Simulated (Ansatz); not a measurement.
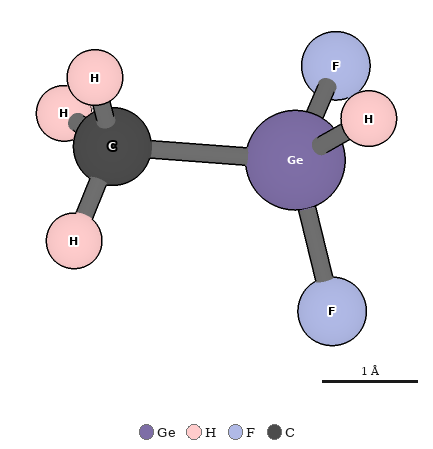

**Figure 1.** The structure as given in the input (ball-and-stick view, seen at a tilt). Sticks mark near contacts. Bond lengths as drawn: C–Ge 1.96 Å, C–H 1.11 Å, F–Ge 1.68 Å and Ge–H 1.55 Å.

**Geometry relaxation, with input and output: CH4F2Ge**

- system: CH4F2Ge
- method: RKS PBE/def2-SVP (Ansatz 0.2.0)

It belongs to a series of runs on one base structure; here: start relaxed.

Input file
```yaml
crystal:
  periodic: [false, false, false]
  atoms:
    - { symbol: Ge, position_ang: [0.0, 0.0, 0.0] }
    - { symbol: H, position_ang: [0.0, 0.0, 1.55] }
    - { symbol: F, position_ang: [1.5842, 0.0, -0.5594] }
    - { symbol: C, position_ang: [-0.9232, 1.5994, -0.6527] }
    - { symbol: H, position_ang: [-1.9758, 1.3458, -0.8971] }
    - { symbol: H, position_ang: [-0.9048, 2.384, 0.1322] }
    - { symbol: H, position_ang: [-0.4128, 1.976, -1.5636] }
    - { symbol: F, position_ang: [-0.7913, -1.3709, -0.5594] }
basis:
  gaussian: { orbitals: def2-SVP }
hamiltonian:
  xc: pbe
relax:
  f_tol: 0.02
  max_steps: 40
```

Command:
```bash
ansatz run input.yaml --threads 1 --pin off --max-ram 2048MiB --backend cpu --events-out ev --progress --plain --runs-dir out
```

Log
```
The last accepted step is kept in [file] (removed where the run ends without a failure and the disk answers)
Engine: ansatz 0.2.0, aarch64-unknown-linux-gnu
Functional definition: PBE
  parameter kappa = 0.804
  parameter beta = 0.06672455060314922
  exchange = pbe_x(kappa = kappa, mu = beta*pi^2/3)
  correlation = pbe_c(beta = beta)
1037 factors; their error is unknown
mean field evaluation 1: about -63019.6567 eV, gradient 6.8e1 eV
mean field evaluation 2: about -63003.0325 eV, gradient 1.1e2 eV
mean field evaluation 4: about -63028.5584 eV, gradient 7.5e0 eV
mean field evaluation 8: about -63028.6781 eV, gradient 3.3e-2 eV
mean field evaluation 16: about -63028.6165 eV, gradient 4.3e-5 eV
mean field -63028.61652018 eV, -2316.2589347860 hartree, gradient 4.3e-5 eV, S^2 0.000000; 0 other end points of the search recorded, 0 dependent functions left out
the calculation of the forces begins
reference -63028.61655272 eV, -2316.2589359817 hartree; 30, 30 occupied and 64, 64 virtual orbitals, 1037 factors
relax step   1: F+E_penalty+E_count = -63028.61652018 eV  Δ(F+E_penalty+E_count) = +0.000e0 eV  max|allowed force component| = 2.777e0 eV/Å  Δτ_max = 0.0000 Å  (26 SCF iters, accepted)
these checks for a lower state are left out or cut short: starts, cluster_reference, orbital_swaps, neighbouring_geometries, increment
1037 factors; their error is unknown
mean field -63028.79780610 eV, -2316.2655969204 hartree, gradient 1.5e-5 eV, S^2 0.000000; 0 other end points of the search recorded, 0 dependent functions left out
[... from here on the field's lines of each further geometry are left out, up to the last ...]
relax step   2: F+E_penalty+E_count = -63028.79780610 eV  Δ(F+E_penalty+E_count) = -1.813e-1 eV  max|allowed force component| = 1.145e0 eV/Å  Δτ_max = 0.1398 Å  (28 SCF iters, accepted)
relax step   3: F+E_penalty+E_count = -63028.84952056 eV  Δ(F+E_penalty+E_count) = -5.171e-2 eV  max|allowed force component| = 1.510e-1 eV/Å  Δτ_max = 0.0552 Å  (28 SCF iters, accepted)
relax step   4: F+E_penalty+E_count = -63028.85074287 eV  Δ(F+E_penalty+E_count) = -1.222e-3 eV  max|allowed force component| = 3.792e-2 eV/Å  Δτ_max = 0.0165 Å  (28 SCF iters, accepted)
relax step   5: F+E_penalty+E_count = -63028.85123757 eV  Δ(F+E_penalty+E_count) = -4.947e-4 eV  max|allowed force component| = 3.503e-2 eV/Å  Δτ_max = 0.0160 Å  (28 SCF iters, accepted)
relax step   6: F+E_penalty+E_count = -63028.85268681 eV  Δ(F+E_penalty+E_count) = -1.449e-3 eV  max|allowed force component| = 7.603e-2 eV/Å  Δτ_max = 0.0747 Å  (28 SCF iters, accepted)
relax step   7: F+E_penalty+E_count = -63028.85156443 eV  Δ(F+E_penalty+E_count) = +1.122e-3 eV  max|allowed force component| = 2.617e-1 eV/Å  Δτ_max = 0.1104 Å  (28 SCF iters, rejected (line search))
relax step   8: F+E_penalty+E_count = -63028.85346111 eV  Δ(F+E_penalty+E_count) = -7.743e-4 eV  max|allowed force component| = 1.385e-1 eV/Å  Δτ_max = 0.0552 Å  (28 SCF iters, accepted)
relax step   9: F+E_penalty+E_count = -63028.85544275 eV  Δ(F+E_penalty+E_count) = -1.982e-3 eV  max|allowed force component| = 8.875e-2 eV/Å  Δτ_max = 0.0686 Å  (28 SCF iters, accepted)
relax step  10: F+E_penalty+E_count = -63028.85630203 eV  Δ(F+E_penalty+E_count) = -8.593e-4 eV  max|allowed force component| = 8.741e-2 eV/Å  Δτ_max = 0.0381 Å  (28 SCF iters, accepted)
relax step  11: F+E_penalty+E_count = -63028.85716324 eV  Δ(F+E_penalty+E_count) = -8.612e-4 eV  max|allowed force component| = 7.001e-2 eV/Å  Δτ_max = 0.0467 Å  (28 SCF iters, accepted)
relax step  12: F+E_penalty+E_count = -63028.85774105 eV  Δ(F+E_penalty+E_count) = -5.778e-4 eV  max|allowed force component| = 5.419e-2 eV/Å  Δτ_max = 0.0440 Å  (28 SCF iters, accepted)
relax step  13: F+E_penalty+E_count = -63028.85806192 eV  Δ(F+E_penalty+E_count) = -3.209e-4 eV  max|allowed force component| = 3.241e-2 eV/Å  Δτ_max = 0.0315 Å  (28 SCF iters, accepted)
the calculation of the forces begins
reference -63028.85823225 eV, -2316.2678175408 hartree; 30, 30 occupied and 64, 64 virtual orbitals, 1037 factors
relax step  14: F+E_penalty+E_count = -63028.85820012 eV  Δ(F+E_penalty+E_count) = -1.382e-4 eV  max|allowed force component| = 1.791e-2 eV/Å  Δτ_max = 0.0315 Å  (28 SCF iters, accepted)
```

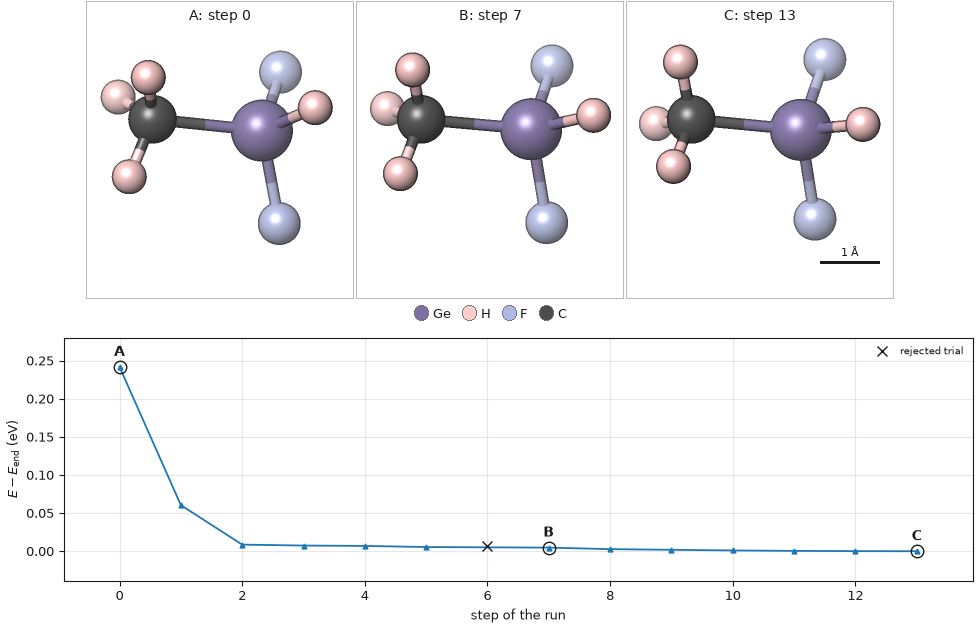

**Figure 2.** Frames of the relaxation (ball-and-stick view, seen at a tilt) above the curves, on which the letters mark them (the first geometry is step 0 here and step 1 in the log).

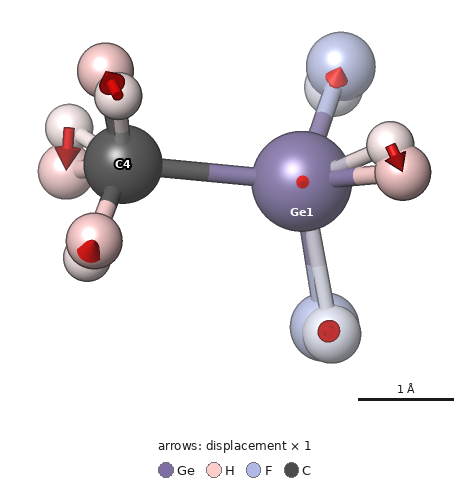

**Figure 3.** Start (faint) and end (solid) with the displacements as red arrows, at true length (ball-and-stick view, seen at a tilt). The two geometries are laid on each other by the best rigid fit. Over 13 geometry steps the energy falls by 0.242 eV. The largest force component goes from 2.8 to 0.018 eV/Å. The line search rejected the trial step at point 6 (counted from 0) and went back. The atom that moves furthest after the best rigid fit is H6 (0.47 Å). Largest moves by element: H 0.47 Å, F 0.31 Å, Ge 0.10 Å, C 0.02 Å. Among the contacts that change: Ge1–F3 1.680 → 1.754 Å, Ge1–C4 1.959 → 1.940 Å. Among the angles that change: H2–Ge1–C4 109.5° → 119.8°, F3–Ge1–F8 109.5° → 104.5°, H2–Ge1–F3 109.4° → 107.1°. (Atoms are counted from 1 in the order of the input.)

```
1037 factors; their error is unknown
mean field -63028.85820012 eV, -2316.2678163597 hartree, gradient 1.1e-5 eV, S^2 0.000000; 1 other end points of the search recorded, 0 dependent functions left out
the calculation of the forces begins
reference -63028.85823225 eV, -2316.2678175408 hartree; 30, 30 occupied and 64, 64 virtual orbitals, 1037 factors
Total energy: -63028.85823225 eV, -2316.2678175408 hartree
Atom 0 at    -0.047861     0.052672     0.065312 Å, force     0.011416    -0.002402    -0.001565 eV/Å
Atom 1 at    -0.164001    -0.265543     1.574996 Å, force    -0.003198    -0.002472    -0.003039 eV/Å
Atom 2 at     1.662555     0.161408    -0.307632 Å, force    -0.007428    -0.001695    -0.000077 eV/Å
Atom 3 at    -0.941574     1.613923    -0.661608 Å, force    -0.010342     0.009175    -0.004873 eV/Å
Atom 4 at    -2.035742     1.525512    -0.513184 Å, force     0.017908     0.004738    -0.004658 eV/Å
Atom 5 at    -0.576534     2.529302    -0.155722 Å, force    -0.005746    -0.016691    -0.008951 eV/Å
Atom 6 at    -0.723822     1.683595    -1.745006 Å, force    -0.005383    -0.000226     0.016979 eV/Å
Atom 7 at    -0.596721    -1.366569    -0.807155 Å, force     0.002773     0.009573     0.006184 eV/Å
Dipole moment:    -0.363644     0.469983     0.204922 e Å
```

Trajectory as extended XYZ (Å, eV, eV/Å), 14 frames, from step=1 to step=14
```
8
Properties=species:S:1:pos:R:3:forces:R:3 step=1 energy=-63028.61652
Ge    0.0000    0.0000    0.0000   -1.5655   2.7774   1.9338
H     0.0000    0.0000    1.5500    0.1730  -0.3148   0.0479
F     1.5842    0.0000   -0.5594    2.2222  -0.2334  -0.8605
C    -0.9232    1.5994   -0.6527    0.0996  -0.1457  -0.2305
H    -1.9758    1.3458   -0.8971    0.0829   0.0541   0.0088
H    -0.9048    2.3840    0.1322    0.0193  -0.0806  -0.0711
H    -0.4128    1.9760   -1.5636   -0.1079   0.0304   0.0565
F    -0.7913   -1.3709   -0.5594   -0.9236  -2.0874  -0.8850
8
Properties=species:S:1:pos:R:3:forces:R:3 step=2 energy=-63028.79781
Ge   -0.0241    0.0397    0.0447   -0.6563   1.1452   0.9540
H     0.0567   -0.1190    1.5968   -0.0228   0.0258  -0.2112
F     1.5899    0.0092   -0.5382    1.0430  -0.0965  -0.4333
C    -0.9309    1.6149   -0.6788    0.0170  -0.0595   0.1074
H    -1.9859    1.3681   -0.9102    0.0293  -0.0127   0.0298
H    -0.9044    2.4108    0.0913   -0.0313   0.0448  -0.0489
H    -0.4347    1.9838   -1.5983    0.0464  -0.0947   0.0537
F    -0.7904   -1.3732   -0.5572   -0.4253  -0.9524  -0.4517
8
Properties=species:S:1:pos:R:3:forces:R:3 step=3 energy=-63028.84952
Ge   -0.0347    0.0559    0.0616   -0.0444   0.0612   0.1510
H     0.0489   -0.1326    1.6010   -0.0053  -0.0067  -0.0953
F     1.6086    0.0158   -0.5475    0.0108  -0.0019  -0.0221
C    -0.9371    1.6222   -0.6602    0.0372   0.0239   0.0027
H    -1.9911    1.3704   -0.8848    0.0002  -0.0083  -0.0086
H    -0.9086    2.4599    0.0664    0.0246  -0.0659  -0.0382
H    -0.4240    1.9300   -1.5929   -0.0319  -0.0122   0.0272
F    -0.7856   -1.3873   -0.5937    0.0088   0.0097  -0.0166
8
Properties=species:S:1:pos:R:3:forces:R:3 step=4 energy=-63028.85074
Ge   -0.0373    0.0604    0.0708    0.0053  -0.0112  -0.0379
H     0.0447   -0.1427    1.6031   -0.0046  -0.0033  -0.0183
F     1.6062    0.0258   -0.5433   -0.0126   0.0020   0.0193
C    -0.9367    1.6203   -0.6607    0.0072   0.0176   0.0243
H    -1.9935    1.3709   -0.8750    0.0009   0.0013   0.0047
H    -0.8947    2.4613    0.0590    0.0008  -0.0082  -0.0227
H    -0.4307    1.9167   -1.5999   -0.0079  -0.0134   0.0131
F    -0.7817   -1.3785   -0.6040    0.0108   0.0152   0.0175
8
Properties=species:S:1:pos:R:3:forces:R:3 step=5 energy=-63028.85124
Ge   -0.0382    0.0612    0.0701    0.0170  -0.0225  -0.0350
H     0.0373   -0.1494    1.5997   -0.0061  -0.0001   0.0159
F     1.6094    0.0315   -0.5329   -0.0126   0.0061   0.0099
C    -0.9372    1.6208   -0.6600   -0.0026  -0.0006   0.0070
H    -1.9978    1.3756   -0.8608    0.0019   0.0048   0.0065
H    -0.8818    2.4669    0.0516    0.0014   0.0049  -0.0057
H    -0.4404    1.9060   -1.6069   -0.0037  -0.0039  -0.0028
F    -0.7750   -1.3783   -0.6108    0.0045   0.0114   0.0042
8
Properties=species:S:1:pos:R:3:forces:R:3 step=6 energy=-63028.85269
Ge   -0.0405    0.0616    0.0689    0.0463  -0.0418  -0.0285
H    -0.0009   -0.1745    1.5935   -0.0055   0.0008   0.0614
F     1.6233    0.0595   -0.4901   -0.0304   0.0064   0.0040
C    -0.9383    1.6202   -0.6580   -0.0465   0.0205  -0.0606
H    -2.0164    1.3965   -0.7937    0.0760   0.0347   0.0191
H    -0.8200    2.4893    0.0193   -0.0081  -0.0319  -0.0269
H    -0.4860    1.8580   -1.6416   -0.0359  -0.0002   0.0434
F    -0.7449   -1.3763   -0.6483    0.0041   0.0115  -0.0120
8
Properties=species:S:1:pos:R:3:forces:R:3 step=7 energy=-63028.85156 accepted=F
Ge   -0.0433    0.0604    0.0673    0.0994  -0.0866  -0.0226
H    -0.0581   -0.2091    1.5878   -0.0044   0.0027   0.0484
F     1.6430    0.0993   -0.4271   -0.1013  -0.0004   0.0164
C    -0.9400    1.6189   -0.6569   -0.1038   0.1513  -0.1488
H    -2.0388    1.4312   -0.6942    0.2617   0.0849   0.0147
H    -0.7294    2.5170   -0.0310   -0.0630  -0.1988  -0.1455
H    -0.5583    1.7905   -1.6905   -0.1161  -0.0067   0.2346
F    -0.6987   -1.3738   -0.7054    0.0276   0.0537   0.0028
8
Properties=species:S:1:pos:R:3:forces:R:3 step=8 energy=-63028.85346
Ge   -0.0393    0.0551    0.0728   -0.0526   0.0808  -0.1385
H    -0.0322   -0.1824    1.6009    0.0006  -0.0148   0.0031
F     1.6307    0.0788   -0.4618    0.0144  -0.0170   0.0250
C    -0.9377    1.6156   -0.6649    0.0483  -0.0118   0.1132
H    -2.0227    1.4166   -0.7439   -0.0315  -0.0010  -0.0018
H    -0.7721    2.4882   -0.0029   -0.0120   0.0078  -0.0289
H    -0.5289    1.8367   -1.6690    0.0143  -0.0293  -0.0019
F    -0.7215   -1.3744   -0.6812    0.0185  -0.0147   0.0299
8
Properties=species:S:1:pos:R:3:forces:R:3 step=9 energy=-63028.85544
Ge   -0.0416    0.0557    0.0686   -0.0062   0.0090  -0.0552
H    -0.0677   -0.2055    1.5940   -0.0002  -0.0022  -0.0149
F     1.6432    0.1013   -0.4208   -0.0313  -0.0086   0.0172
C    -0.9395    1.6161   -0.6630   -0.0168   0.0378   0.0203
H    -2.0353    1.4421   -0.6815    0.0887   0.0250  -0.0010
H    -0.7178    2.5061   -0.0376   -0.0258  -0.0606  -0.0654
H    -0.5752    1.7937   -1.6956   -0.0328  -0.0204   0.0782
F    -0.6899   -1.3752   -0.7141    0.0243   0.0200   0.0207
8
Properties=species:S:1:pos:R:3:forces:R:3 step=10 energy=-63028.85630
Ge   -0.0434    0.0554    0.0668    0.0126  -0.0082  -0.0195
H    -0.0869   -0.2175    1.5896   -0.0029  -0.0013  -0.0107
F     1.6479    0.1131   -0.3981   -0.0322  -0.0040   0.0091
C    -0.9400    1.6162   -0.6617   -0.0242   0.0450  -0.0089
H    -2.0384    1.4580   -0.6472    0.0874   0.0228  -0.0043
H    -0.6892    2.5143   -0.0595   -0.0228  -0.0696  -0.0578
H    -0.6027    1.7701   -1.7072   -0.0353  -0.0102   0.0786
F    -0.6709   -1.3753   -0.7328    0.0175   0.0256   0.0134
8
Properties=species:S:1:pos:R:3:forces:R:3 step=11 energy=-63028.85716
Ge   -0.0444    0.0552    0.0662    0.0122  -0.0203   0.0000
H    -0.1113   -0.2324    1.5855   -0.0002   0.0015  -0.0096
F     1.6531    0.1271   -0.3715   -0.0219   0.0010   0.0064
C    -0.9404    1.6154   -0.6610   -0.0238   0.0517  -0.0244
H    -2.0398    1.4780   -0.6062    0.0700   0.0128  -0.0041
H    -0.6548    2.5211   -0.0873   -0.0179  -0.0612  -0.0434
H    -0.6383    1.7428   -1.7204   -0.0271  -0.0047   0.0682
F    -0.6478   -1.3729   -0.7553    0.0088   0.0192   0.0069
8
Properties=species:S:1:pos:R:3:forces:R:3 step=12 energy=-63028.85774
Ge   -0.0460    0.0539    0.0659    0.0124  -0.0138  -0.0012
H    -0.1330   -0.2453    1.5819   -0.0023  -0.0013  -0.0100
F     1.6571    0.1410   -0.3453   -0.0136   0.0002   0.0038
C    -0.9407    1.6145   -0.6612   -0.0244   0.0410  -0.0207
H    -2.0393    1.4970   -0.5676    0.0542   0.0091  -0.0055
H    -0.6220    2.5252   -0.1145   -0.0146  -0.0478  -0.0300
H    -0.6731    1.7186   -1.7318   -0.0176  -0.0044   0.0538
F    -0.6266   -1.3707   -0.7774    0.0059   0.0170   0.0098
8
Properties=species:S:1:pos:R:3:forces:R:3 step=13 energy=-63028.85806
Ge   -0.0460    0.0539    0.0658    0.0016  -0.0141  -0.0039
H    -0.1494   -0.2560    1.5786    0.0024   0.0025  -0.0081
F     1.6608    0.1508   -0.3271   -0.0133   0.0008   0.0047
C    -0.9413    1.6141   -0.6616   -0.0112   0.0219  -0.0068
H    -2.0380    1.5111   -0.5406    0.0324   0.0034  -0.0033
H    -0.5994    2.5270   -0.1347   -0.0094  -0.0235  -0.0174
H    -0.6986    1.7014   -1.7388   -0.0082  -0.0021   0.0292
F    -0.6119   -1.3680   -0.7915    0.0058   0.0112   0.0057
8
Properties=species:S:1:pos:R:3:forces:R:3 step=14 energy=-63028.85820
Ge   -0.0479    0.0527    0.0653    0.0114  -0.0024  -0.0016
H    -0.1640   -0.2655    1.5750   -0.0032  -0.0025  -0.0030
F     1.6626    0.1614   -0.3076   -0.0074  -0.0017  -0.0001
C    -0.9416    1.6139   -0.6616   -0.0103   0.0092  -0.0049
H    -2.0357    1.5255   -0.5132    0.0179   0.0047  -0.0047
H    -0.5765    2.5293   -0.1557   -0.0057  -0.0167  -0.0090
H    -0.7238    1.6836   -1.7450   -0.0054  -0.0002   0.0170
F    -0.5967   -1.3666   -0.8072    0.0028   0.0096   0.0062
```

Key numbers

| quantity | value |
| --- | --- |
| outcome | converged |
| total energy | −63028.8582 eV |
| mean-field energy | −63028.8582 eV |
| largest force (length of the vector) at the end | 0.020 eV/Å |
| hardware | 1 thread of Arm Neoverse V1, 24 GiB of memory available, shared host |
| wall time | 40 s |
| peak memory | 0.12 GiB |
